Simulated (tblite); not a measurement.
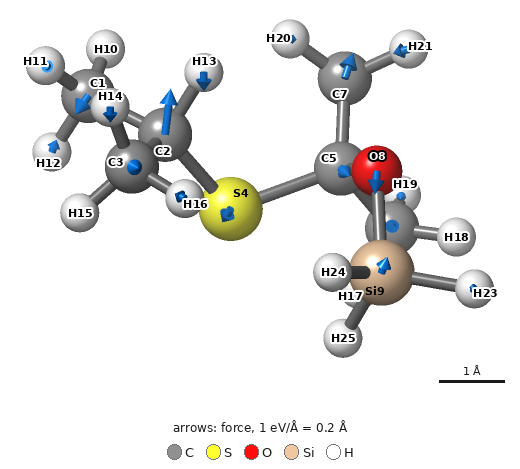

Starting geometry of C6H16OSSi with the computed forces as blue arrows. Style: ball-and-stick. Shown from a free direction.

Method: tblite, GFN2-xTB geometry optimisation, gas phase. 

### What follows when this structure is relaxed?

It isn't relaxed: the largest force vector, on a C atom, is 3.59 eV/Å. The final displacements have little in common with the starting forces (cosine between the two patterns 0.12). Over 177 geometry steps the energy falls by 1.099 eV. The largest move after the best rigid fit is that of an H atom, 1.39 Å. Largest moves by element: H 1.39 Å, C 0.68 Å, Si 0.45 Å, S 0.37 Å, O 0.27 Å. Near-neighbour distances that change, for instance: S–Si 3.133 → 3.588 Å, O–Si 1.704 → 1.623 Å, C–H 1.158 → 1.092 Å, C–S 1.783 → 1.843 Å. Among the angles between lasting bonds that change: C–O–Si 113.7° → 132.6°, C–C–H 100.8° → 111.0°, O–Si–H 108.1° → 98.3°. Groups turn about O–Si by about 45°, C–C by about 40°, C–C by about 25°.
